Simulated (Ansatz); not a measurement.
The runs began from a structure in Materials Project; this end point is another cell, not compared with measured phases.

The end point of a relaxation of Sr₂H₃I. All values below come from r2SCAN (plane waves to 500 eV, PAW, scalar-relativistic; Ansatz, an electronic-structure program).

P-6m2 (No. 187), hP6; a = 4.0938 Å, b = 4.0938 Å, c = 8.7436 Å, α = 90.00°, β = 90.00°, γ = 120.00°.

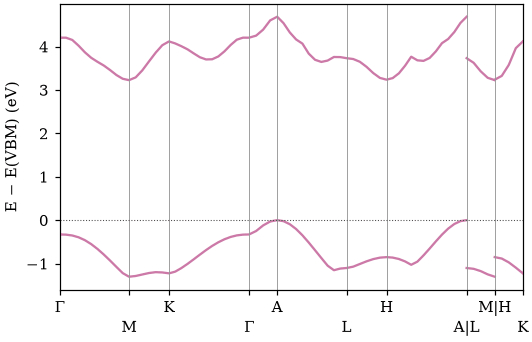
Highest filled and lowest empty band along the path of this cell's Brillouin zone

Q: Read off the gap and say whether it is direct.

A: 3.23 eV, indirect (valence top at A, conduction bottom at M) (no spin-orbit coupling).

Q: How far does the top valence band disperse along this path?

A: About 1.3 eV.

No spin polarisation in the result.

The run could not lose the symmetry of its start.

It was reached from a disturbed copy of a P-3m1 (No. 164) cell, against which it lies +157 meV/atom.
